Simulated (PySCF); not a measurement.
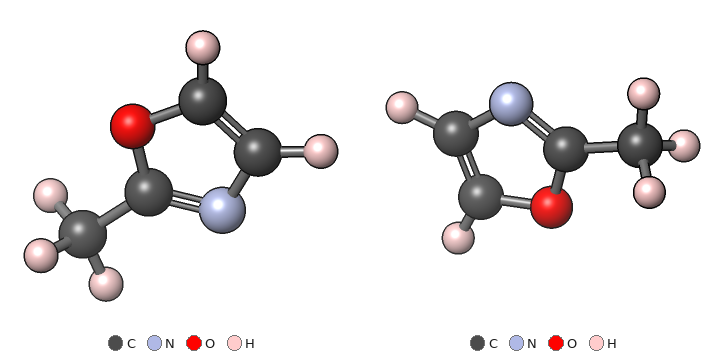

The same structure drawn twice, from different directions.

Computed geometry: PBE0-D3(BJ)/def2-SVP optimisation. No frequency run is at hand to confirm it as a minimum.

What is the molecular formula?

Answer. C4H5NO, 11 atoms: 4 carbon, 5 hydrogen, 1 nitrogen and 1 oxygen.

How many bonds of each kind are drawn?

Answer. 5 C–H, 2 C–C, 2 C–N, 2 C–O.

The parts below concern this one geometry. Atoms keep their numbers from picture to picture.

### Spin–spin coupling

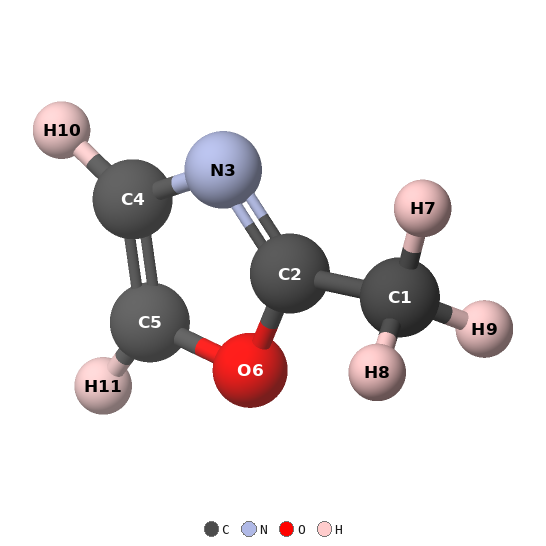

No frequency run is at hand to confirm it as a minimum. Level of theory: PBE/pcJ-1 indirect spin-spin coupling, non-relativistic, gas phase (PySCF 2.14.0). Isotopes: 13C, 1H, 15N, 17O.

Give the spin–spin coupling constants of these pairs, with the number of bonds between them: C2/N3, N3/C4, C1/N3, N3/O6, N3/H10, N3/H8, N3/H7, N3/H9.

```json
{"pair": "C2, N3", "bonds apart": "1", "J (Hz)": "3.4"}
{"pair": "N3, C4", "bonds apart": "1", "J (Hz)": "6.7"}
{"pair": "C1, N3", "bonds apart": "2", "J (Hz)": "−9.0"}
{"pair": "N3, O6", "bonds apart": "2", "J (Hz)": "−4.7"}
{"pair": "N3, H10", "bonds apart": "2", "J (Hz)": "−11.2"}
{"pair": "N3, H8", "bonds apart": "3", "J (Hz)": "−1.9"}
{"pair": "N3, H7", "bonds apart": "3", "J (Hz)": "−1.6"}
{"pair": "N3, H9", "bonds apart": "3", "J (Hz)": "−2.3"}
```

### Levels of theory compared

No frequency run is at hand to confirm it as a minimum. Program: PySCF 2.14.0.

At this fixed geometry, give dipole (D), HOMO energy (eV) at these levels: B97-2/pcJ-1; HF/pcJ-1; KT2/pcJ-1; LDA/pcJ-1; PBE/pcJ-1; PBE0/pcJ-1.

```json
{"level": "B97-2/pcJ-1", "dipole (D)": "1.41", "HOMO energy (eV)": "−6.75"}
{"level": "HF/pcJ-1", "dipole (D)": "1.40", "HOMO energy (eV)": "−9.16"}
{"level": "KT2/pcJ-1", "dipole (D)": "1.37", "HOMO energy (eV)": "−5.87"}
{"level": "LDA/pcJ-1", "dipole (D)": "1.44", "HOMO energy (eV)": "−6.14"}
{"level": "PBE/pcJ-1", "dipole (D)": "1.42", "HOMO energy (eV)": "−5.92"}
{"level": "PBE0/pcJ-1", "dipole (D)": "1.43", "HOMO energy (eV)": "−7.00"}
```

The run warned: near a triplet instability: FC and SD terms are unreliable.

### Quadrupole coupling

No frequency run is at hand to confirm it as a minimum. Electric field gradients from the ground-state density, PBE/pcJ-1 (PySCF 2.14.0), non-relativistic apart from any core potentials.

Give the largest field-gradient component, the quadrupole coupling constant and the asymmetry for 14N at N3 (Q = 20.44 mb), 17O at O6 (Q = −25.6 mb), 2H at H7 (Q = 2.86 mb), 2H at H8 (Q = 2.86 mb), 2H at H9 (Q = 2.86 mb), 2H at H10 (Q = 2.86 mb).

| atom | V_zz (a.u.) | e²qQ/h (MHz) | η |
| --- | --- | --- | --- |
| N3 | −0.879 | −4.22 | 0.03 |
| O6 | 1.333 | −8.02 | 0.04 |
| H7 | 0.287 | 0.193 | 0.04 |
| H8 | 0.282 | 0.189 | 0.04 |
| H9 | 0.282 | 0.190 | 0.04 |
| H10 | 0.305 | 0.205 | 0.08 |
